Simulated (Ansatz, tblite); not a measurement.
# The cluster Si3Se3−: a ladder of methods and basis sets

How do method and basis change the picture of the cluster Si3Se3− (doublet)?

Program: Ansatz 0.2.0, Gaussian basis. Level of theory: as each input shows. These are calculated values, not measurements.

The runs, in order: GFN2-xTB, PBE-D4/def2-TZVPD, r2SCAN-D4/def2-TZVPD, r2SCAN0-D4/def2-TZVPD, revPBE-D4/def2-TZVPD, B97M-V/def2-TZVPD, PBE-D4/def2-SVPD, PBE0-D4/def2-SVPD, MP2/def2-TZVPD, RPA/def2-TZVPD.

2 further runs of the same task are left out: 2 set aside as unsound or not needed.

## Step 1: The relaxed structure

The geometry is that of the doublet, from an earlier relaxation (PBE-D4/def2-SVPD). At that level it is the lowest of the isomers that a small search found.

6 atoms, charge -1, spin multiplicity 2.

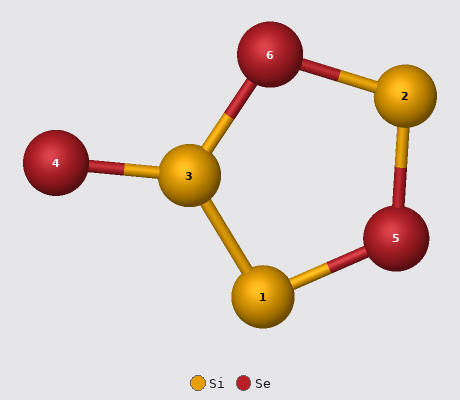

The geometry (silicon amber, selenium red); atoms are numbered from 1 in the order of the file.

The ion is computed in the gas phase, without counter-ions or solvent.

PBE0-D4/def2-TZVPD was run before; its log isn't repeated, and its numbers join the tables.

## Step 2: GFN2-xTB

Tight binding, by tblite at 300 K electronic temperature and without a spin-polarisation term:

```python
tblite.interface.Calculator('GFN2-xTB', numbers, positions, charge=-1, uhf=1).singlepoint()
```

Energy -409.6798 eV; 0.01 s.

## Step 3: PBE-D4/def2-TZVPD

start.molden holds the orbitals of an earlier run on this state, given as this run's starting guess.

in.yaml reads:

```yaml
crystal:
  periodic: [false, false, false]
  atoms:
    - {symbol: Si, position_ang: [1.412216, -1.130746, 1.005931]}
    - {symbol: Si, position_ang: [-1.277552, -1.140857, -1.928824]}
    - {symbol: Si, position_ang: [0.284138, 0.900351, 0.734209]}
    - {symbol: Se, position_ang: [0.558348, 2.716705, 1.888750]}
    - {symbol: Se, position_ang: [0.344874, -2.304837, -0.714261]}
    - {symbol: Se, position_ang: [-1.322024, 0.959383, -0.985805]}
basis:
  gaussian: {orbitals: def2-TZVPD, initial_orbitals: start.molden}
total_charge: -1
magnetization: {spin_polarized: true, initial_magnetization: 1}
hamiltonian: {xc: pbe, dispersion: d4}
scf: {omitted_lower_state_checks: [starts]}
output: {orbitals: {seedname: orbitals}}
```

Run with:

```console
$ ansatz run in.yaml --threads 4 --pin off --events-out ev --progress --plain --max-ram 4787MiB
```

Output:

```text
Functional definition: PBE
  name "PBE"
  cite "Perdew, Burke & Ernzerhof, Phys. Rev. Lett. 77, 3865 (1996) doi:10.1103/PhysRevLett.77.3865"
  parent pbe
  parameter kappa = 0.804
  parameter beta = 0.06672455060314922
  exchange = pbe_x(kappa = kappa, mu = beta*pi^2/3)
  correlation = pbe_c(beta = beta)
these checks for a lower state are left out or cut short: starts
2094 factors; their error is unknown
mean field evaluation 1: about -219646.5812 eV, gradient 1.2e1 eV
mean field evaluation 2: about -219646.7842 eV, gradient 3.4e-1 eV
mean field evaluation 4: about -219646.7504 eV, gradient 3.9e-2 eV
mean field evaluation 8: about -219646.7504 eV, gradient 1.7e-5 eV
mean field -219646.75043110 eV, -8071.8691964282 hartree, gradient 1.7e-5 eV, S^2 0.757292; 0 other end points of the search recorded, 0 dependent functions left out
reference -219646.75049157 eV, -8071.8691986503 hartree; 73, 72 occupied and 227, 228 virtual orbitals, 2094 factors
Total energy: -219647.26382225 eV, -8071.8880632050 hartree
Checks for a lower state left out: starts
```

Run time: 10 s. Hardware: 4 threads of Arm Neoverse V2, shared host; peak memory 0.82 GiB.

Report: HOMO -0.97 eV, LUMO -0.36 eV (over both spins); ⟨S²⟩ 0.757 (pure: 0.75).

## Step 4: r2SCAN-D4/def2-TZVPD

Edit in.yaml of step 3 so:

```diff
@@ -13,4 +13,4 @@
 magnetization: {spin_polarized: true, initial_magnetization: 1}
-hamiltonian: {xc: pbe, dispersion: d4}
+hamiltonian: {xc: r2scan, dispersion: d4}
 scf: {omitted_lower_state_checks: [starts]}
-output: {orbitals: {seedname: orbitals}}
+output: {forces: true, orbitals: {seedname: orbitals}}
```

Launched as before.

Output (excerpt; [...] marks lines left out):

```text
Functional definition: r2SCAN
  name "r2SCAN"
  cite "Furness, Kaplan, Ning, Perdew & Sun, J. Phys. Chem. Lett. 11, 8208 (2020) doi:10.1021/acs.jpclett.0c02405"
  cite "Furness, Kaplan, Ning, Perdew & Sun, J. Phys. Chem. Lett. 11, 9248 (2020) doi:10.1021/acs.jpclett.0c03077"
  parent r2scan
[...]
2094 factors; their error is unknown
[...]
mean field -219684.78095419 eV, -8073.2667923738 hartree, gradient 3.3e-5 eV, S^2 0.768188; 0 other end points of the search recorded, 0 dependent functions left out
[...]
reference -219684.78099940 eV, -8073.2667940353 hartree; 73, 72 occupied and 227, 228 virtual orbitals, 2094 factors
Total energy: -219684.88944752 eV, -8073.2707794299 hartree
Atom 0 at     1.412216    -1.130746     1.005931 Å, force    -0.182057     0.047484    -0.178073 eV/Å
Atom 1 at    -1.277552    -1.140857    -1.928824 Å, force     0.219535     0.107997     0.288140 eV/Å
Atom 2 at     0.284138     0.900351     0.734209 Å, force     0.007155     0.299633     0.149692 eV/Å
Atom 3 at     0.558348     2.716705     1.888750 Å, force    -0.090223    -0.459206    -0.314457 eV/Å
Atom 4 at     0.344874    -2.304837    -0.714261 Å, force    -0.148097     0.294846    -0.019166 eV/Å
Atom 5 at    -1.322024     0.959383    -0.985805 Å, force     0.193687    -0.290755     0.073864 eV/Å
Dipole moment:    -0.242706    -0.202444    -0.359828 e Å
Checks for a lower state left out: starts
```

Wall time 27 s (4 threads of Arm Neoverse V2, shared host); peak memory 0.92 GiB.

Report: HOMO -1.24 eV, LUMO -0.23 eV (over both spins); ⟨S²⟩ 0.768 (pure: 0.75).

## Step 5: r2SCAN0-D4/def2-TZVPD

Edit in.yaml of step 4 so:

```diff
@@ -13,4 +13,4 @@
 magnetization: {spin_polarized: true, initial_magnetization: 1}
-hamiltonian: {xc: r2scan, dispersion: d4}
+hamiltonian: {xc: {name: r2SCAN0}, dispersion: d4}
 scf: {omitted_lower_state_checks: [starts]}
-output: {forces: true, orbitals: {seedname: orbitals}}
+output: {orbitals: {seedname: orbitals}}
```

Same command.

Output (excerpt; [...] marks lines left out):

```text
Functional definition: r2SCAN0
  name "r2SCAN0"
  cite "Bursch, Neugebauer, Ehlert & Grimme, J. Chem. Phys. 156, 134105 (2022) doi:10.1063/5.0086040"
  cite "Furness, Kaplan, Ning, Perdew & Sun, J. Phys. Chem. Lett. 11, 8208 (2020) doi:10.1021/acs.jpclett.0c02405"
  cite "Furness, Kaplan, Ning, Perdew & Sun, J. Phys. Chem. Lett. 11, 9248 (2020) doi:10.1021/acs.jpclett.0c03077"
  parent r2scan
[...]
2247 factors; their error is unknown
the host lacks memory for fits, so the integrals are decomposed
1892 factors; integrals over basis functions are off by at most 4.8e-4 eV
[...]
mean field -219683.61727841 eV, -8073.2240280776 hartree, gradient 4.6e-5 eV, S^2 0.773061; 0 other end points of the search recorded, 0 dependent functions left out
reference -219683.61731199 eV, -8073.2240293117 hartree; 73, 72 occupied and 227, 228 virtual orbitals, 1892 factors
Total energy: -219683.75956744 eV, -8073.2292571029 hartree
Checks for a lower state left out: starts
```

It took 35 s on 4 threads of Arm Neoverse V2, shared host; peak memory 1.7 GiB.

From the report: HOMO -1.93 eV, LUMO 0.42 eV (over both spins); ⟨S²⟩ 0.773 (pure: 0.75).

## Step 6: revPBE-D4/def2-TZVPD

Edit in.yaml of step 5 so:

```diff
@@ -13,3 +13,3 @@
 magnetization: {spin_polarized: true, initial_magnetization: 1}
-hamiltonian: {xc: {name: r2SCAN0}, dispersion: d4}
+hamiltonian: {xc: {name: revPBE}, dispersion: d4}
 scf: {omitted_lower_state_checks: [starts]}
```

Launched as before.

Output:

```text
Functional definition: revPBE
  name "revPBE"
  cite "Zhang & Yang, Phys. Rev. Lett. 80, 890 (1998) doi:10.1103/PhysRevLett.80.890"
  cite "Perdew, Burke & Ernzerhof, Phys. Rev. Lett. 77, 3865 (1996) doi:10.1103/PhysRevLett.77.3865"
  parameter kappa = 1.245
  parameter beta = 0.06672455060314922
  exchange = pbe_x(kappa = kappa, mu = beta*pi^2/3)
  correlation = pbe_c(beta = beta)
these checks for a lower state are left out or cut short: starts
2094 factors; their error is unknown
mean field evaluation 1: about -219666.6023 eV, gradient 1.0e1 eV
mean field evaluation 2: about -219666.7517 eV, gradient 2.7e-1 eV
mean field evaluation 4: about -219666.7162 eV, gradient 3.8e-2 eV
mean field evaluation 8: about -219666.7162 eV, gradient 1.1e-5 eV
mean field -219666.71622313 eV, -8072.6029257520 hartree, gradient 1.1e-5 eV, S^2 0.758616; 0 other end points of the search recorded, 0 dependent functions left out
reference -219666.71629712 eV, -8072.6029284710 hartree; 73, 72 occupied and 227, 228 virtual orbitals, 2094 factors
Total energy: -219667.76476592 eV, -8072.6414589887 hartree
Checks for a lower state left out: starts
```

It took 11 s on 4 threads of Arm Neoverse V2, shared host; peak memory 0.82 GiB.

HOMO -0.94 eV, LUMO -0.27 eV (over both spins); ⟨S²⟩ 0.759 (pure: 0.75).

## Step 7: B97M-V/def2-TZVPD

Edit in.yaml of step 6 so:

```diff
@@ -13,3 +13,3 @@
 magnetization: {spin_polarized: true, initial_magnetization: 1}
-hamiltonian: {xc: {name: revPBE}, dispersion: d4}
+hamiltonian: {xc: {name: B97M-V}}
 scf: {omitted_lower_state_checks: [starts]}
```

Same command.

Output (excerpt; [...] marks lines left out):

```text
Functional definition: B97M-V
  name "B97M-V"
  cite "Mardirossian & Head-Gordon, J. Chem. Phys. 142, 074111 (2015) doi:10.1063/1.4907719"
  cite "Becke, J. Chem. Phys. 107, 8554 (1997) doi:10.1063/1.475007"
  cite "Vydrov & Van Voorhis, J. Chem. Phys. 133, 244103 (2010) doi:10.1063/1.3521275"
  # Of w^i u^j: cxij and so on, Table III.
[...]
  gx(w, u) = cx00 + cx01*u + cx02*u^2 + (cx10 + cx11*u)*w
  gss(w, u) = css00 + css02*u^2 + css10*w + (css32*w^3 + css42*w^4)*u^2
  gos(w, u) = cos00 + cos01*u + cos03*u^3 + cos10*w + cos32*w^3*u^2
[...]
      + integral(e_c_pw_mod_opposite_spin*gos(b97_w_opposite, b97_u_opposite)) + vv10(b, c)
[...]
2094 factors; their error is unknown
[...]
mean field -219645.68139284 eV, -8071.8299099967 hartree, gradient 1.5e-5 eV, S^2 0.761623; 0 other end points of the search recorded, 0 dependent functions left out
reference -219645.68148227 eV, -8071.8299132834 hartree; 73, 72 occupied and 227, 228 virtual orbitals, 2094 factors
Total energy: -219645.68148227 eV, -8071.8299132834 hartree
Checks for a lower state left out: starts
```

It took 43 s on 4 threads of Arm Neoverse V2, shared host; peak memory 1.2 GiB.

HOMO -1.10 eV, LUMO -0.25 eV (over both spins); ⟨S²⟩ 0.762 (pure: 0.75).

## Step 8: PBE-D4/def2-SVPD

Edit in.yaml of step 7 so:

```diff
@@ -10,6 +10,6 @@
 basis:
-  gaussian: {orbitals: def2-TZVPD, initial_orbitals: start.molden}
+  gaussian: {orbitals: def2-SVPD, initial_orbitals: start.molden}
 total_charge: -1
 magnetization: {spin_polarized: true, initial_magnetization: 1}
-hamiltonian: {xc: {name: B97M-V}}
+hamiltonian: {xc: pbe, dispersion: d4}
 scf: {omitted_lower_state_checks: [starts]}
```

The command is unchanged.

Output:

```text
Functional definition: PBE
  name "PBE"
  cite "Perdew, Burke & Ernzerhof, Phys. Rev. Lett. 77, 3865 (1996) doi:10.1103/PhysRevLett.77.3865"
  parent pbe
  parameter kappa = 0.804
  parameter beta = 0.06672455060314922
  exchange = pbe_x(kappa = kappa, mu = beta*pi^2/3)
  correlation = pbe_c(beta = beta)
these checks for a lower state are left out or cut short: starts
2037 factors; their error is unknown
mean field evaluation 1: about -219614.7499 eV, gradient 9.6e0 eV
mean field evaluation 2: about -219614.9608 eV, gradient 2.9e-1 eV
mean field evaluation 4: about -219614.9346 eV, gradient 2.9e-2 eV
mean field -219614.93459446 eV, -8070.6999859973 hartree, gradient 5.2e-5 eV, S^2 0.756688; 0 other end points of the search recorded, 0 dependent functions left out
reference -219614.93464481 eV, -8070.6999878476 hartree; 73, 72 occupied and 122, 123 virtual orbitals, 2037 factors
Total energy: -219615.44797550 eV, -8070.7188524023 hartree
Checks for a lower state left out: starts
```

Run time: 5.5 s. Hardware: 4 threads of Arm Neoverse V2, shared host.

From the report: HOMO -0.97 eV, LUMO -0.37 eV (over both spins); ⟨S²⟩ 0.757 (pure: 0.75).

## Step 9: PBE0-D4/def2-SVPD

Edit in.yaml of step 8 so:

```diff
@@ -13,3 +13,3 @@
 magnetization: {spin_polarized: true, initial_magnetization: 1}
-hamiltonian: {xc: pbe, dispersion: d4}
+hamiltonian: {xc: pbe0, dispersion: d4}
 scf: {omitted_lower_state_checks: [starts]}
```

Launched as before.

Output:

```text
Functional definition: PBE0
  name "PBE0"
  cite "Adamo & Barone, J. Chem. Phys. 110, 6158 (1999) doi:10.1063/1.478522"
  cite "Perdew, Burke & Ernzerhof, Phys. Rev. Lett. 77, 3865 (1996) doi:10.1103/PhysRevLett.77.3865"
  parent pbe
  parameter a = 0.25
  parameter kappa = 0.804
  parameter beta = 0.06672455060314922
  exchange = (1 - a)*pbe_x(kappa = kappa, mu = beta*pi^2/3) + a*exact_x
  correlation = pbe_c(beta = beta)
these checks for a lower state are left out or cut short: starts
1863 factors; integrals over basis functions are off by at most 6.2e-4 eV
mean field evaluation 1: about -219622.8398 eV, gradient 5.2e0 eV
mean field evaluation 2: about -219622.8982 eV, gradient 7.2e-2 eV
mean field evaluation 4: about -219622.9083 eV, gradient 1.9e-4 eV
mean field -219622.90831170 eV, -8070.9930147009 hartree, gradient 1.1e-5 eV, S^2 0.763409; 0 other end points of the search recorded, 0 dependent functions left out
reference -219622.90835113 eV, -8070.9930161501 hartree; 73, 72 occupied and 122, 123 virtual orbitals, 1863 factors
Total energy: -219623.35723939 eV, -8071.0095124894 hartree
Checks for a lower state left out: starts
```

Run time: 11 s. Hardware: 4 threads of Arm Neoverse V2, shared host; peak memory 1 GiB.

From the report: HOMO -1.73 eV, LUMO 0.30 eV (over both spins); ⟨S²⟩ 0.763 (pure: 0.75).

## Step 10: MP2/def2-TZVPD

Edit in.yaml of step 9 so:

```diff
@@ -10,6 +10,6 @@
 basis:
-  gaussian: {orbitals: def2-SVPD, initial_orbitals: start.molden}
+  gaussian: {orbitals: def2-TZVPD, initial_orbitals: start.molden}
 total_charge: -1
 magnetization: {spin_polarized: true, initial_magnetization: 1}
-hamiltonian: {xc: pbe0, dispersion: d4}
+correlation: {method: mp2}
 scf: {omitted_lower_state_checks: [starts]}
```

Same command.

Output:

```text
Functional definition: HF
  name "HF"
  cite "Fock, Z. Phys. 61, 126 (1930) doi:10.1007/BF01340294"
  parent pbe
  exchange = exact_x
  correlation = 0
these checks for a lower state are left out or cut short: starts
1892 factors; integrals over basis functions are off by at most 4.8e-4 eV
mean field evaluation 1: about -219499.1139 eV, gradient 3.4e1 eV
mean field evaluation 2: about -219500.5450 eV, gradient 2.0e0 eV
mean field evaluation 4: about -219501.1727 eV, gradient 1.4e0 eV
mean field evaluation 8: about -219501.1899 eV, gradient 9.3e-4 eV
mean field -219501.18993751 eV, -8066.5199469532 hartree, gradient 3.6e-6 eV, S^2 0.780865; 0 other end points of the search recorded, 0 dependent functions left out
42 core orbitals not correlated: weight in the atoms' cores, before any rotation towards them, 1.000 or more for the frozen orbitals, at most 0.000 for the correlated occupied ones
reference -219501.18993751 eV, -8066.5199469532 hartree; 31, 30 occupied and 227, 228 virtual orbitals, 1892 factors
second order -30.36818683 eV of doubles, -0.00000000 eV of singles
Total energy: -219531.55812434 eV, -8067.6359572349 hartree
Checks for a lower state left out: starts
```

Wall time 28 s (4 threads of Arm Neoverse V2, shared host); peak memory 1.8 GiB.

Hartree-Fock HOMO -3.47 eV, LUMO 3.30 eV (over both spins); ⟨S²⟩ 0.781 (pure: 0.75).

## Step 11: RPA/def2-TZVPD

Edit in.yaml of step 10 so:

```diff
@@ -13,4 +13,4 @@
 magnetization: {spin_polarized: true, initial_magnetization: 1}
-correlation: {method: mp2}
+hamiltonian: {xc: pbe}
+correlation: {method: rpa}
 scf: {omitted_lower_state_checks: [starts]}
-output: {orbitals: {seedname: orbitals}}
```

Same command.

Output (excerpt; [...] marks lines left out):

```text
Functional definition: PBE
  name "PBE"
  cite "Perdew, Burke & Ernzerhof, Phys. Rev. Lett. 77, 3865 (1996) doi:10.1103/PhysRevLett.77.3865"
  parent pbe
[...]
1892 factors; integrals over basis functions are off by at most 4.8e-4 eV
[...]
mean field -219646.75041826 eV, -8071.8691959564 hartree, gradient 1.9e-6 eV, S^2 0.757292; 0 other end points of the search recorded, 0 dependent functions left out
42 core orbitals not correlated: weight in the atoms' cores, before any rotation towards them, 1.000 or more for the frozen orbitals, at most 0.000 for the correlated occupied ones
reference -219498.25793538 eV, -8066.4121978621 hartree; 31, 30 occupied and 227, 228 virtual orbitals, 1892 factors
Total energy: -219545.47669000 eV, -8068.1474550885 hartree
Checks for a lower state left out: starts
```

Run time: 19 s. Hardware: 4 threads of Arm Neoverse V2, shared host; peak memory 1.2 GiB.

From the report: ⟨S²⟩ 0.757 (pure: 0.75).

## Step 12: Levels side by side

| level | functions | HOMO (eV) | LUMO (eV) | gap (eV) | ⟨S²⟩ | time |
| --- | --- | --- | --- | --- | --- | --- |
| PBE-D4/def2-SVPD | 195 | -0.97 | -0.37 | 0.60 | 0.757 | 5.5 s |
| PBE-D4/def2-TZVPD | 300 | -0.97 | -0.36 | 0.62 | 0.757 | 10 s |
| revPBE-D4/def2-TZVPD | 300 | -0.94 | -0.27 | 0.66 | 0.759 | 11 s |
| r2SCAN-D4/def2-TZVPD | 300 | -1.24 | -0.23 | 1.01 | 0.768 | 27 s |
| B97M-V/def2-TZVPD | 300 | -1.10 | -0.25 | 0.84 | 0.762 | 43 s |
| PBE0-D4/def2-SVPD | 195 | -1.73 | 0.30 | 2.03 | 0.763 | 11 s |
| PBE0-D4/def2-TZVPD | 300 | -1.72 | 0.32 | 2.05 | 0.764 | 21 s |
| r2SCAN0-D4/def2-TZVPD | 300 | -1.93 | 0.42 | 2.34 | 0.773 | 35 s |

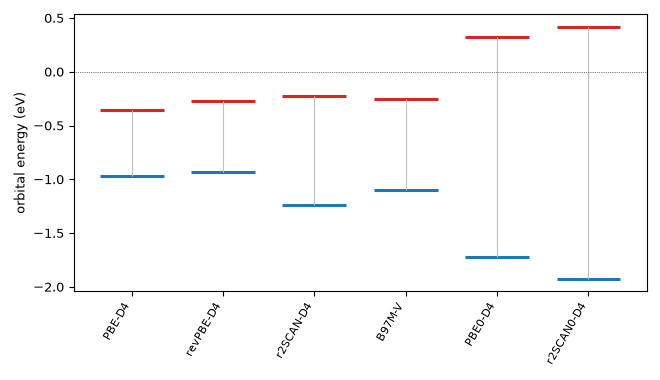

Highest filled (blue) and lowest empty (red) level in def2-TZVPD, over both spins.

The pieces so far (eV):

| basis | HF | MP2 correlation | total |
| --- | --- | --- | --- |
| def2-TZVPD | -219501.1899 | -30.3682 | -219531.5581 (MP2) |

## Step 13: What came out

| quantity | value |
| --- | --- |
| gap in def2-TZVPD, named functionals, smallest and largest | 0.62 eV (PBE-D4), 2.34 eV (r2SCAN0-D4) |
| correlation energy, MP2/def2-TZVPD | -30.37 eV |
| ⟨S²⟩ in def2-TZVPD, named functionals, smallest and largest | 0.757, 0.773 |
| PBE0 total energy, smallest basis above largest | 31.78 eV (def2-SVPD, def2-TZVPD) |

In words: Over the named functionals in def2-TZVPD the gap runs from 0.62 eV (PBE-D4) to 2.34 eV (r2SCAN0-D4); exact exchange widens it. Over the named functionals in def2-TZVPD spin contamination reaches 0.02 (r2SCAN0-D4), which is small.

The slowest run with a step of its own, B97M-V/def2-TZVPD, took 43 s; the quickest functional in def2-TZVPD took 10 s (shared host).
